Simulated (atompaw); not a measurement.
Caesium, PAW, made with atompaw 4.2.0.5 (PBEsol, scalar-relativistic). Core [Kr] 4d10 5s2, reference 5p6 5d0 6s1 6p0. Waves: 6s (bound): rc 3.00 bohr; 6s channel at 4.85 Ry: rc 3.00 bohr; 5p (bound): rc 2.90 bohr; 6p (bound, empty): rc 3.00 bohr; 5d (bound, empty): rc 3.00 bohr; 5d channel at 2.85 Ry: rc 3.00 bohr. Local part: bessel scheme, radius 2.50 bohr. Core correction: smooth core density matched at 2.55 bohr. Augmentation charge: sinc compensation charge, radius 2.35 bohr; PAW radius 3.00 bohr; waves and projectors: custom polynom vanderbiltortho.

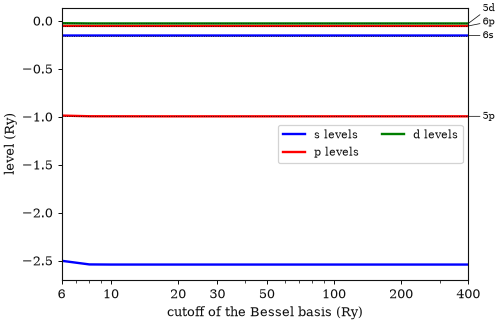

The pseudo-atom Hamiltonian at the reference potential is diagonalised in spherical Bessel functions (20 bohr box) up to the cutoff. Curves: the lowest levels of each channel that holds a bound state. Dotted lines: the all-electron valence levels.

Q: Check the spectrum for spurious states.

A: Ghost state below the valence levels: s at -34.6 eV. A ghost is a curve that settles on no dotted line: a bound state with no counterpart among the valence levels. In Ry: s -2.54.

Q: Read the all-electron valence levels.

A: 6s: -0.15 Ry; 5p: -1.00 Ry; 6p: -0.05 Ry; 5d: -0.03 Ry.

Q: Does the ghost need a high cutoff to show?

A: The lowest s curve lies clearly below the lowest valence level of its channel already at the lowest cutoff, 6 Ry, and ends at -2.54 Ry.
